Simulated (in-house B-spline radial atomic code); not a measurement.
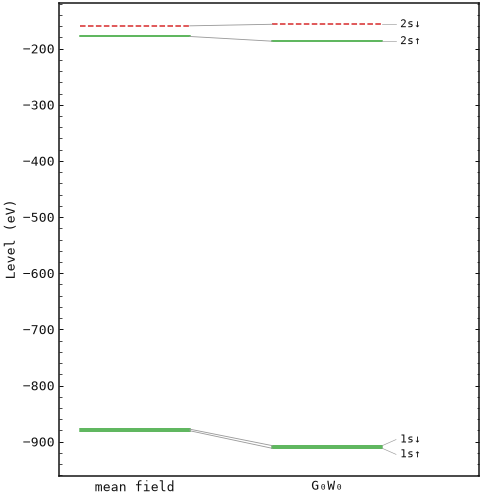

Mean-field and G₀W₀ levels (solid occupied, dashed empty) for F⁶⁺ ([He] 2s). All-electron spherical atom, non-relativistic, PBE with 40 % exact exchange start, no spin-orbit coupling, Breit or QED terms; computed with a B-spline radial code. The quasi-particle equation is solved at full frequency; levels of low quasi-particle weight Z are left out.

### How does G₀W₀ correct the levels?

G₀W₀ moves the highest occupied level, 2s↑, from −178.36 to −186.74 eV (renormalisation factor Z = 0.97); the measured removal energy is 185.19 eV, so the error is +1.56 eV. The empty level 2s↓ goes from −159.41 to −156.62 eV.

```csv
Level,Mean field (eV),Σx − vxc (eV),Σc (eV),Z,G₀W₀ (eV)
2s↓,−159.41,6.05,−3.25,0.94,−156.62
2s↑,−178.36,−6.52,−1.86,0.97,−186.74
1s↓,−877.63,−31.96,2.62,0.98,−906.97
1s↑,−880.45,−33.32,2.04,0.89,−911.73
```
